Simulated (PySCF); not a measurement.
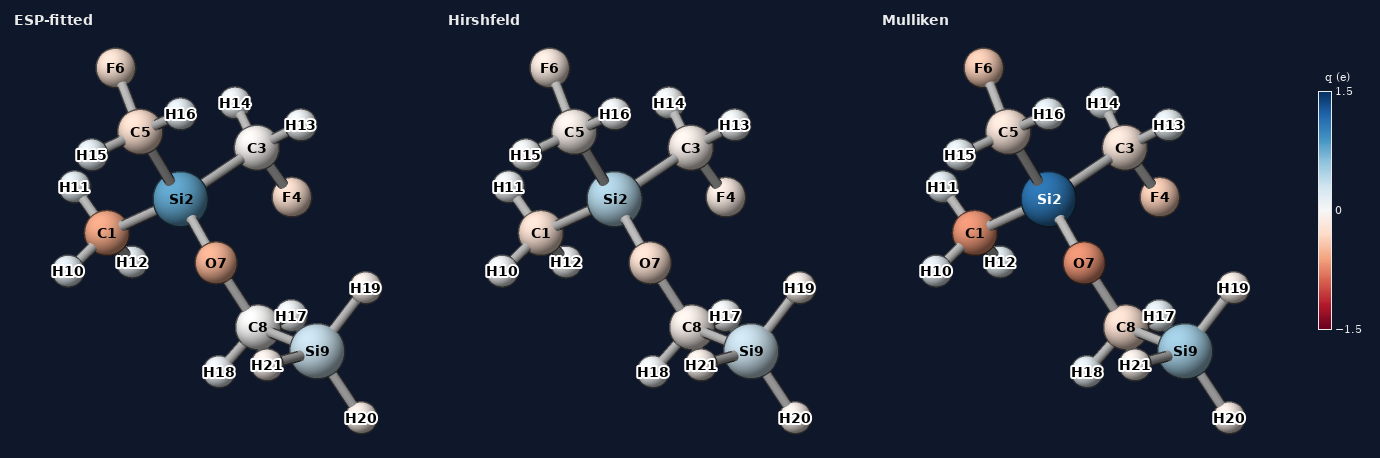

Atomic charges of one calculation by 3 schemes, on one colour scale. The computed structure is the end point of a GFN2-xTB optimisation. No frequency run is at hand to confirm it as a minimum. Level of theory: PBE0/pcSseg-1 (PySCF 2.14.0).

> Which scheme gives the most polar picture (largest mean size of the charges)?

The Mulliken charges are the largest in size here, and the Hirshfeld charges the smallest.

> On which atom do the schemes disagree most?

On Si2 (from 0.45 to 1.09 e).

List the charges (e), one line for each set of equivalent atoms.

```csv
atom,ESP-fitted,Hirshfeld,Mulliken
C1,−0.57,−0.22,−0.66
Si2,0.78,0.45,1.09
C3,−0.03,−0.07,−0.17
F4,−0.24,−0.13,−0.35
C5,−0.24,−0.07,−0.16
F6,−0.22,−0.13,−0.35
O7,−0.51,−0.22,−0.66
C8,−0.01,−0.08,−0.23
Si9,0.34,0.32,0.52
H10,0.14,0.04,0.14
H11,0.14,0.05,0.15
H12,0.13,0.04,0.15
H13,0.07,0.04,0.13
H14,0.06,0.04,0.13
H15,0.14,0.04,0.13
H16,0.12,0.04,0.13
H17,0.07,0.04,0.14
H18,0.08,0.04,0.13
H19,−0.07,−0.07,−0.08
H20,−0.10,−0.08,−0.10
H21,−0.08,−0.07,−0.08
```

The geometry is semi-empirical. Around Si such bond lengths and angles can be off by a tenth of an ångström or more and by several degrees, and values that hang on the shape move with them.
